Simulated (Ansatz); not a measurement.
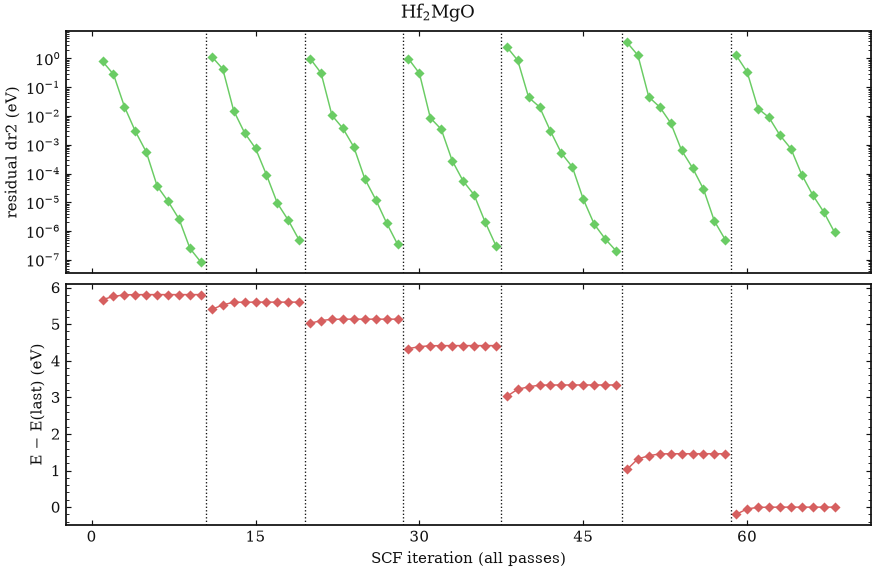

Convergence history. SCF iterations of a calculation: density residual dr2, Harris–Foulkes energy less its last value. The run: Hf₂MgO (P1, 8 atoms in the cell), by DFT PBE, scalar-relativistic, plane waves, PAW in Ansatz 0.2.0; cutoff 420 eV, 6×4×4 k-mesh, Gaussian smearing of 0.2 eV. Each stretch between dotted lines is the SCF of one geometry step of a relaxation. The starting density is a sum of atomic densities corrected by a trained network.

It was still iterating, at step 68, when the time limit ended it. There are 7 passes, of 10, 9, 9, 9, 11, 10 and 10 iterations. In pass 7, the residual is still falling at the last step (down to 9 × 10⁻⁷). The residual starts near 0.8 and ends near 9 × 10⁻⁷ eV.
